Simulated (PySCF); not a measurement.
**One shape, several levels: C2H6GeOS (SMILES C[O][Ge][S]C)**

Aim: a comparison of 4 runs (HF/def2-SVP, B3LYP/6-31G*, TPSSh/pcseg-1, CAM-B3LYP/def2-SVP) of C2H6GeOS. Input form: a Python script.

The results are computed with PySCF 2.14.0.

## (1) The molecule

C2H6GeOS has 11 atoms, charge 0, and is taken as a singlet. SMILES: `C[O][Ge][S]C`. Geometry: relaxed at PBE0-D4/def2-TZVP. This is one conformer, not always the lowest.

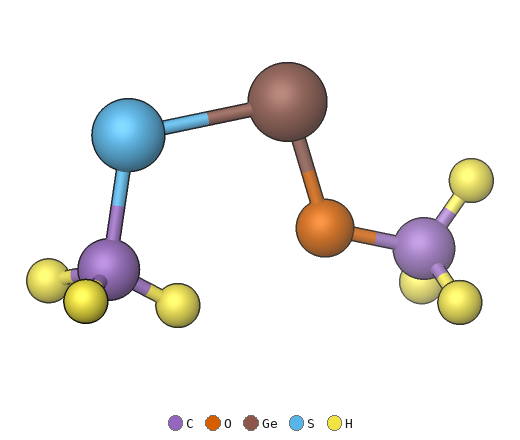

The structure, seen from a chosen angle (carbon purple, oxygen orange, germanium brown, sulfur blue, hydrogen yellow).

## (2) Energy and gradient at HF/def2-SVP (run 1)

File run.py:

```python
# C[O][Ge][S]C
from pyscf import gto

molecule = gto.M(
    atom='''
C     -3.548717     1.778610    -1.037460
O     -1.179000     0.934092    -0.169697
Ge     0.720931     2.888824     1.848908
S      3.978062     0.263806     2.302442
C      3.279809    -2.563980     0.500588
H     -3.554575     1.828688    -3.104442
H     -4.028707     3.674572    -0.343930
H     -5.023837     0.471676    -0.412149
H      3.264124    -4.172326     1.785791
H      4.762488    -2.826652    -0.903667
H      1.453199    -2.385212    -0.426889
''',
    unit='bohr',
    basis='def2-svp',
    max_memory=1860,
    charge=0,
    verbose=4,
)

myscf = molecule.RHF()
myscf.conv_tol = 1e-10
myscf.kernel()
if not myscf.converged:
    myscf = myscf.newton().run(myscf.mo_coeff, myscf.mo_occ)

energy = myscf.e_tot
print('E(%s) = %.9f' % ('HF', energy))
grad = myscf.nuc_grad_method().kernel()
myscf.analyze()
```

Started as:

```sh
OMP_NUM_THREADS=1 python run.py
```

Output:

```text
PySCF version 2.14.0

[... 69 lines left out ...]
converged SCF energy = -2626.50964964924
[... 30 lines left out ...]
MO #10  energy= -8.9355823441466   occ= 2
[... 15 lines left out ...]
MO #26  energy= -0.842246621631507 occ= 2
[... 15 lines left out ...]
MO #42  energy= 0.21550948872783   occ= 0
[... 15 lines left out ...]
MO #58  energy= 0.654808110927534  occ= 0
[... 15 lines left out ...]
MO #74  energy= 1.00969806306097   occ= 0
[... 15 lines left out ...]
MO #90  energy= 1.80083658755945   occ= 0
[... 15 lines left out ...]
MO #106 energy= 2.74071929118748   occ= 0
[... 15 lines left out ...]
MO #122 energy= 3.75974477935982   occ= 0
[... 136 lines left out ...]
Dipole moment(X, Y, Z, Debye): -1.85063,  0.08721, -0.96495
```

Run time: 23 s. Hardware: 1 thread of Intel Xeon at 2.70GHz, shared host; peak memory 0.33 GiB.

## (3) Energy and gradient at B3LYP/6-31G(d) (Cartesian functions) (run 2)

File job.py:

```python
import pyscf.grad
from pyscf import gto, dft

molecule = gto.Mole()
molecule.atom = [
    ('C', (-1.877900, 0.941200, -0.549000)),
    ('O', (-0.623900, 0.494300, -0.089800)),
    ('Ge', (0.381500, 1.528700, 0.978400)),
    ('S', (2.105100, 0.139600, 1.218400)),
    ('C', (1.735600, -1.356800, 0.264900)),
    ('H', (-1.881000, 0.967700, -1.642800)),
    ('H', (-2.131900, 1.944500, -0.182000)),
    ('H', (-2.658500, 0.249600, -0.218100)),
    ('H', (1.727300, -2.207900, 0.945000)),
    ('H', (2.520200, -1.495800, -0.478200)),
    ('H', (0.769000, -1.262200, -0.225900)),
]
molecule.charge = 0
molecule.verbose = 3
molecule.max_memory = 1860
molecule.cart = True
molecule.basis = '6-31g*'
molecule.build()

mf = dft.RKS(molecule)
mf.xc = 'b3lyp'
mf.grids.level = 5
mf.conv_tol = 1e-10
mf.kernel()
if not mf.converged:
    mf = mf.newton().run(mf.mo_coeff, mf.mo_occ)

e_final = mf.e_tot
print('E = %.10f Eh' % e_final)
grad = mf.Gradients().kernel()
dip = mf.dip_moment()
pop, q = mf.mulliken_pop()
```

Started as:

```sh
OMP_NUM_THREADS=1 python job.py
```

Output:

```text
converged SCF energy = -2630.04556718551
[... 9 lines left out ...]
Dipole moment(X, Y, Z, Debye): -1.75997, -0.24448, -1.08173
[... 123 lines left out ...]
charge of   10H =      0.22376
```

Wall time 80 s (1 thread of Intel Xeon at 2.70GHz, shared host); peak memory 1.1 GiB.

Run 3 isn't shown in full; the table further down has it.

## (4) Energy and gradient at CAM-B3LYP/def2-SVP (run 4)

File calc.py:

```python
from pyscf import gto, dft

mol = gto.M(
    atom='''
C     -1.877900     0.941200    -0.549000
O     -0.623900     0.494300    -0.089800
Ge     0.381500     1.528700     0.978400
S      2.105100     0.139600     1.218400
C      1.735600    -1.356800     0.264900
H     -1.881000     0.967700    -1.642800
H     -2.131900     1.944500    -0.182000
H     -2.658500     0.249600    -0.218100
H      1.727300    -2.207900     0.945000
H      2.520200    -1.495800    -0.478200
H      0.769000    -1.262200    -0.225900
''',
    max_memory=1860,
    verbose=3,
    spin=0,
    basis='def2-svp',
)

mf = dft.RKS(mol)
mf.xc = 'cam-b3lyp'
mf.grids.level = 5
mf.conv_tol = 1e-10
mf.kernel()
if not mf.converged:
    mf = mf.newton().run(mf.mo_coeff, mf.mo_occ)

e_tot = mf.e_tot
print(f'total energy: {e_tot:.8f} hartree')
grad = mf.nuc_grad_method().kernel()
dip = mf.dip_moment()
pop, q = mf.mulliken_pop()
```

Started as:

```sh
OMP_NUM_THREADS=1 python calc.py
```

Output:

```text
converged SCF energy = -2629.82551642397
total energy: -2629.82551642 hartree
[... 8 lines left out ...]
Dipole moment(X, Y, Z, Debye): -1.66157, -0.01780, -0.91436
[... 134 lines left out ...]
charge of   10H =      0.07335
```

Run time: 2 min. Hardware: 1 thread of Intel Xeon at 2.70GHz, shared host; peak memory 1.3 GiB.

## (5) Overview of the runs

| run | level | Cartesian functions | integration grid | energy (Eh) | dipole moment (D) | HOMO energy (eV) | LUMO energy (eV) | wall time |
| --- | --- | --- | --- | --- | --- | --- | --- | --- |
| 1 | HF/def2-SVP | no | – | -2626.509650 | 2.09 | -9.29 | 1.33 | 23 s |
| 2 | B3LYP/6-31G* (Cartesian functions) | yes | 5 | -2630.045567 | 2.08 | -6.64 | -1.83 | 80 s |
| 3 | TPSSh/pcseg-1 | no | 5 | -2629.981467 | 2.13 | -6.42 | -2.18 | 2.4 min |
| 4 | CAM-B3LYP/def2-SVP | no | 5 | -2629.825516 | 1.90 | -8.10 | -0.58 | 2 min |

## (6) Results

```
                       quantity           value
            run 4: total energy  -2629.82552 Eh
           run 4: dipole moment          1.90 D
             run 4: HOMO energy        -8.10 eV
             run 4: LUMO energy        -0.58 eV
           run 4: HOMO–LUMO gap         7.51 eV
run 4: largest force on an atom      0.374 eV/Å
```

What this shows: The dipole moment (its size) runs from 1.90 D (CAM-B3LYP/def2-SVP) to 2.13 D (TPSSh/pcseg-1). The two ends differ in method and basis. The HOMO–LUMO gap runs from 4.25 eV (TPSSh/pcseg-1) to 10.62 eV (HF/def2-SVP). Totals of different functionals can't be ranked against each other. All runs together took 6.1 min, the longest 2.4 min.
